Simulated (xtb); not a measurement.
**Calculation of the molecule and its ions, with input and output: CH₄Cl₂Ge**

CH₄Cl₂Ge, SMILES Cl[CH](Cl)[GeH3], computed with GFN1-xTB (xtb 6.7.1 later snapshot).

The geometry was optimised with GFN2-xTB.

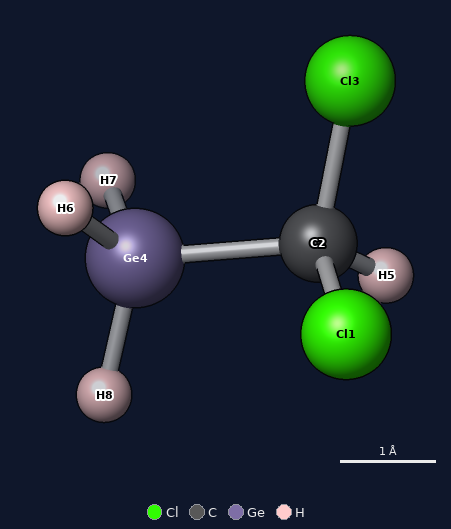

Fig. 1: The structure (ball-and-stick view, seen at a tilt; atoms are numbered from 1 in the order of the input). Sticks mark near contacts.

## Input file (mol.xyz)
```
8

Cl     0.91059800    -0.68764200     1.90372000
C      0.91841400    -0.26511100     0.18441200
Cl     1.85950700     1.20968400    -0.08511800
Ge    -0.95343900     0.12838100    -0.33219900
H      1.42766800    -1.06993000    -0.34014900
H     -1.39852900     1.25660300     0.52559400
H     -0.98021300     0.51394700    -1.77356400
H     -1.78399500    -1.08593200    -0.08268500
```

## File .CHRG
```
0
```

## File .UHF
```
0
```

Machine: 1 thread of Arm Neoverse V1, 24 GiB of memory available, shared host.

Launched with:
```bash
xtb mol.xyz --acc 1 --vipea --gfn 2 | tee out.txt
```

## What the program printed
```
* xtb version 6.7.1
   ID    Z sym.   atoms
    1   17 Cl     1, 3
    2    6 C      2
    3   32 Ge     4
    4    1 H      5-8

           -------------------------------------------------
          |                Calculation Setup                |
           -------------------------------------------------

          program call               : xtb mol.xyz --acc 1 --vipea --gfn 2
          coordinate file            : mol.xyz
          omp threads                :                     1

           -------------------------------------------------
          |                 G F N 1 - x T B                 |
           -------------------------------------------------

      * Hamiltonian:
        H0-scaling (s, p, d)           1.850000    2.250000    2.000000
        zeta-weighting                 0.000000
      * Dispersion:
        s8                             2.400000
        a1                             0.630000
        a2                             5.000000
        s9                             0.000000
      * Repulsion:
        kExp                           1.500000
        rExp                           1.000000
      * Coulomb:
        alpha                          2.000000
        third order                    atomic
        anisotropic                    false
      * Halogen bond correction:
        rad-scale                      1.300000
        damping                        0.440000

          ...................................................
          :                      SETUP                      :
          :.................................................:
          :  # basis functions                  42          :
          :  # atomic orbitals                  39          :
          :  # shells                           19          :
          :  # electrons                        26          :
          :  # halogen bonds                     0          :
          :  max. iterations                   250          :
          :  Hamiltonian                  GFN1-xTB          :
          :  restarted?                      false          :
          :  GBSA solvation                  false          :
          :  PC potential                    false          :
          :  electronic temp.          300.0000000     K    :
          :  accuracy                    1.0000000          :
          :  -> integral cutoff          0.2500000E+02      :
          :  -> integral neglect         0.1000000E-07      :
          :  -> SCF convergence          0.1000000E-05 Eh   :
          :  -> wf. convergence          0.2000000E-04 e    :
          :  Broyden damping             0.4000000          :
          :  net charge                          0          :
          :  unpaired electrons                  0          :
          ...................................................

 iter      E             dE          RMSdq      gap      omega  full diag
   1    -14.3912419 -0.143912E+02  0.535E+00    5.70       0.0  T
   2    -14.4677637 -0.765218E-01  0.328E+00    4.62       1.0  T
   3    -14.4718447 -0.408098E-02  0.174E+00    5.38       1.0  T
   4    -14.4822509 -0.104062E-01  0.447E-01    5.01       1.0  T
   5    -14.4856453 -0.339447E-02  0.108E-01    5.19       1.0  T
   6    -14.4856693 -0.239104E-04  0.232E-02    5.19       1.5  T
   7    -14.4856690  0.218088E-06  0.724E-03    5.19       4.9  T
   8    -14.4856696 -0.613555E-06  0.905E-04    5.19      39.1  T
   9    -14.4856696  0.258117E-09  0.527E-04    5.19      67.1  T
  10    -14.4856696 -0.191740E-08  0.105E-04    5.19     335.7  T
  11    -14.4856696 -0.289031E-10  0.231E-05    5.19    1530.7  T

   *** convergence criteria satisfied after 11 iterations ***

         #    Occupation            Energy/Eh            Energy/eV
      -------------------------------------------------------------
         1        2.0000           -0.9311696             -25.3384
       ...           ...                  ...                  ...
         7        2.0000           -0.5260892             -14.3156
         8        2.0000           -0.4916649             -13.3789
         9        2.0000           -0.4886793             -13.2976
        10        2.0000           -0.4814498             -13.1009
        11        2.0000           -0.4769193             -12.9776
        12        2.0000           -0.4708622             -12.8128
        13        2.0000           -0.4375775             -11.9071 (HOMO)
        14                         -0.2469642              -6.7202 (LUMO)
        15                         -0.2278930              -6.2013
        16                         -0.2169436              -5.9033
        17                         -0.2010546              -5.4710
        18                         -0.1981546              -5.3921
       ...                                ...                  ...
        39                          0.5143729              13.9968
      -------------------------------------------------------------
                  HL-Gap            0.1906133 Eh            5.1869 eV
             Fermi-level           -0.3422709 Eh           -9.3137 eV

 SCC (total)                   0 d,  0 h,  0 min,  0.008 sec
 SCC setup                      ...        0 min,  0.000 sec (  0.862%)
 Dispersion                     ...        0 min,  0.000 sec (  0.378%)
 classical contributions        ...        0 min,  0.000 sec (  0.089%)
 integral evaluation            ...        0 min,  0.002 sec ( 22.347%)
 iterations                     ...        0 min,  0.003 sec ( 38.246%)
 molecular gradient             ...        0 min,  0.003 sec ( 36.182%)
 printout                       ...        0 min,  0.000 sec (  1.739%)

         :::::::::::::::::::::::::::::::::::::::::::::::::::::
         ::                     SUMMARY                     ::
         :::::::::::::::::::::::::::::::::::::::::::::::::::::
         :: total energy             -14.428569661137 Eh    ::
         :: gradient norm              0.010605505623 Eh/a0 ::
         :: HOMO-LUMO gap              5.186852748624 eV    ::
         ::.................................................::
         :: SCC energy               -14.485669648442 Eh    ::
         :: -> electrostatic           0.019323176468 Eh    ::
         :: repulsion energy           0.060253379197 Eh    ::
         :: dispersion energy         -0.003153391892 Eh    ::
         :: halogen bond corr.         0.000000000000 Eh    ::
         :: add. restraining           0.000000000000 Eh    ::
         :: total charge               0.000000000000 e     ::
         :::::::::::::::::::::::::::::::::::::::::::::::::::::

           -------------------------------------------------
          |        vertical delta SCC IP calculation        |
           -------------------------------------------------

 iter      E             dE          RMSdq      gap      omega  full diag
   1    -13.9376985 -0.139377E+02  0.158E+00    5.19       0.0  T
   2    -13.9491655 -0.114670E-01  0.167E+00    5.04       1.0  T
   3    -13.9520291 -0.286356E-02  0.117E+00    5.04       1.0  T
   4    -13.9528166 -0.787560E-03  0.223E-01    4.92       1.0  T
   5    -13.9527264  0.901773E-04  0.101E-01    4.94       1.0  T
   6    -13.9529290 -0.202589E-03  0.404E-02    4.93       1.0  T
   7    -13.9529323 -0.330655E-05  0.302E-02    4.93       1.2  T
   8    -13.9529381 -0.578680E-05  0.352E-03    4.93      10.0  T
   9    -13.9529382 -0.411935E-07  0.582E-04    4.93      60.8  T
  10    -13.9529382 -0.257714E-09  0.473E-04    4.93      74.8  T
  11    -13.9529382 -0.117913E-08  0.105E-04    4.93     336.4  T
  12    -13.9529382 -0.623199E-10  0.262E-05    4.93    1348.1  T
     SCC iter.                  ...        0 min,  0.003 sec
     gradient                   ...        0 min,  0.003 sec
------------------------------------------------------------------------
empirical IP shift (eV):    4.8455
delta SCC IP (eV):    9.6509
------------------------------------------------------------------------
           -------------------------------------------------
          |        vertical delta SCC EA calculation        |
           -------------------------------------------------

 iter      E             dE          RMSdq      gap      omega  full diag
   1    -14.5522811 -0.145523E+02  0.252E+00    0.77       0.0  T
   2    -14.6224103 -0.701292E-01  0.243E+00    0.86       1.0  T
   3    -14.6239447 -0.153443E-02  0.197E+00    0.70       1.0  T
   4    -14.5705281  0.534166E-01  0.180E+00    0.97       1.0  T
   5    -14.6269195 -0.563914E-01  0.520E-01    0.86       1.0  T
   6    -14.6275768 -0.657361E-03  0.326E-01    0.76       1.0  T
   7    -14.6277717 -0.194820E-03  0.101E-01    0.78       1.0  T
   8    -14.6278012 -0.294939E-04  0.694E-02    0.78       1.0  T
   9    -14.6278421 -0.409095E-04  0.278E-02    0.80       1.3  T
  10    -14.6278541 -0.120030E-04  0.762E-03    0.79       4.6  T
  11    -14.6278543 -0.206049E-06  0.410E-03    0.79       8.6  T
  12    -14.6278545 -0.176440E-06  0.519E-04    0.79      68.1  T
  13    -14.6278545 -0.171950E-08  0.375E-04    0.79      94.2  T
  14    -14.6278545 -0.171848E-08  0.174E-04    0.79     202.9  T
  15    -14.6278545 -0.463954E-09  0.137E-05    0.79    2574.5  T
     SCC iter.                  ...        0 min,  0.004 sec
     gradient                   ...        0 min,  0.003 sec
------------------------------------------------------------------------
empirical EA shift (eV):    4.8455
delta SCC EA (eV):   -0.9765
------------------------------------------------------------------------
           -------------------------------------------------
          |                Property Printout                |
           -------------------------------------------------

    * Orbital Energies and Occupations

         #    Occupation            Energy/Eh            Energy/eV
      -------------------------------------------------------------
         1        2.0000           -0.7188676             -19.5614
         2        2.0000           -0.7180456             -19.5390
         3        2.0000           -0.4660857             -12.6828
         4        2.0000           -0.4384295             -11.9303
         5        2.0000           -0.3769238             -10.2566
         6        2.0000           -0.3680688             -10.0157
         7        2.0000           -0.3423896              -9.3169
         8        2.0000           -0.3210804              -8.7370
         9        2.0000           -0.3171323              -8.6296
        10        2.0000           -0.3024685              -8.2306
        11        2.0000           -0.2928312              -7.9683
        12        2.0000           -0.2908594              -7.9147
        13        2.0000           -0.2529638              -6.8835
        14        1.0000           -0.0415157              -1.1297 (HOMO)
        15        0.0000           -0.0123716              -0.3366 (LUMO)
        16                         -0.0069403              -0.1889
        17                          0.0030556               0.0831
        18                          0.0033737               0.0918
        19                          0.0396316               1.0784
        20                          0.0745417               2.0284
        21                          0.0883227               2.4034
        22                          0.0950542               2.5866
        23                          0.1033083               2.8112
        24                          0.1288837               3.5071
        25                          0.1419183               3.8618
       ...                                ...                  ...
        39                          0.6990410              19.0219
      -------------------------------------------------------------
                  HL-Gap            0.0291441 Eh            0.7931 eV
             Fermi-level           -0.0870925 Eh           -2.3699 eV

  Mulliken/CM5 charges         n(s)   n(p)   n(d)
     1     -0.33129 -0.33439   1.937  5.326  0.069
     2      0.15123  0.11105   1.194  2.654  0.000
     3     -0.33135 -0.33445   1.937  5.326  0.069
     4     -0.28286 -0.49776   1.291  2.469  0.523
     5     -0.05387  0.00597   1.054  0.000  0.000
     6     -0.04065  0.02753   1.041  0.000  0.000
     7     -0.05561  0.01101   1.056  0.000  0.000
     8     -0.05560  0.01105   1.056  0.000  0.000

Wiberg/Mayer (AO) data.
largest (>0.10) Wiberg bond orders for each atom

 ---------------------------------------------------------------------------
     #   Z sym  total        # sym  WBO       # sym  WBO       # sym  WBO
 ---------------------------------------------------------------------------
     1  17      1.197 --     2      0.816     4      0.262
     2   6      3.788 --     4      1.109     5      0.999     3      0.816
                             1      0.816
     3  17      1.197 --     2      0.816     4      0.262
     4  32      4.543 --     2      1.109     7      0.949     8      0.949
                             6      0.946     1      0.262     3      0.262
     5   1      1.149 --     2      0.999
     6   1      1.002 --     4      0.946
     7   1      0.998 --     4      0.949
     8   1      0.998 --     4      0.949
 ---------------------------------------------------------------------------

Topologies differ in total number of bonds
Writing topology from bond orders to xtbtopo.mol

 dipole moment from electron density (au)
     X       Y       Z
  -1.0502  -0.4822  -0.9616  total (Debye):    3.821

           -------------------------------------------------
          | TOTAL ENERGY              -14.570754472296 Eh   |
          | GRADIENT NORM               0.103158028684 Eh/α |
          | HOMO-LUMO GAP               0.793051690194 eV   |
           -------------------------------------------------

------------------------------------------------------------------------
------------------------------------------------------------------------
 total:
 *  cpu-time:     0 d,  0 h,  0 min,  0.031 sec
 * ratio c/w:     0.974 speedup
 SCF:
 *  cpu-time:     0 d,  0 h,  0 min,  0.025 sec
 * ratio c/w:     0.969 speedup
```

## Standard error
```
normal termination of xtb
```

## Key numbers

- outcome: converged
- electrons treated: 26
- total energy: −14.428570 hartree
- dispersion energy: −0.003153 hartree
- basis functions: 42
- peak memory: 0.073 GiB

## Remarks

Settings chosen away from the usual ones: method = gfn2-xtb; task = vipea; x = {"accuracy": 1}; geo = {"prev": "A"}.
